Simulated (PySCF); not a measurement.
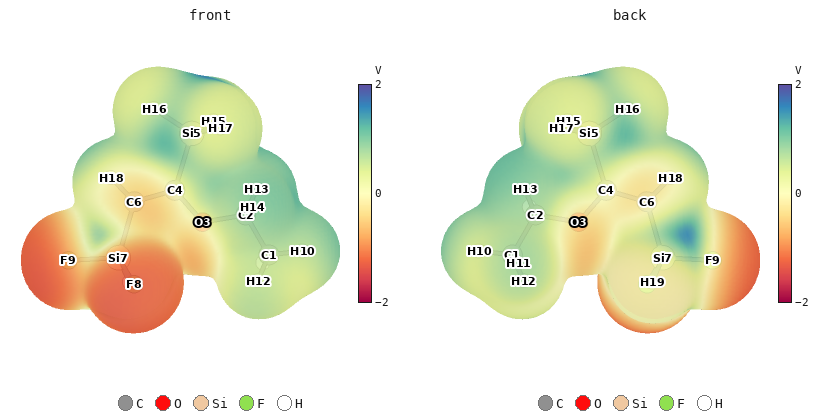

Figure 1: C4H10F2OSi2 (SMILES CCO/C([SiH3])=C\[SiH](F)F). The electrostatic potential painted on the density surface at 0.002 e/bohr³, seen from the front and from behind; the colour scale runs from red (negative) to blue (positive).

Geometry: GFN2-xTB.

These are results of PBE0/pcSseg-1, SCF density, gas phase, non-relativistic (PySCF), not measurements.

```xyz
19

C     2.4014   -1.3529    0.0694
C     1.6272   -0.0459    0.1430
O     0.2660   -0.3424   -0.0807
C    -0.6436    0.6692   -0.1305
Si   -0.1357    2.4891   -0.3148
C    -1.9318    0.2895   -0.0840
Si   -2.4040   -1.5001    0.1111
F    -1.9761   -2.0714    1.5480
F    -4.0052   -1.5887    0.2036
H     3.4568   -1.1716    0.2514
H     2.2789   -1.8022   -0.9126
H     2.0215   -2.0456    0.8154
H     1.9945    0.6591   -0.6153
H     1.7533    0.4136    1.1326
H     0.6219    2.6632   -1.5592
H    -1.3667    3.2709   -0.3608
H     0.6994    2.9052    0.8163
H    -2.6933    1.0469   -0.1777
H    -1.9742   -2.4767   -0.8626
```

Describe the electrostatic potential map.

The most negative region (about −1.3 V) lies over F8 and F9, the most positive (about +1.5 V) over Si5 and Si7.

How polar is the molecule by this calculation?

Its dipole moment is 4.65 D.
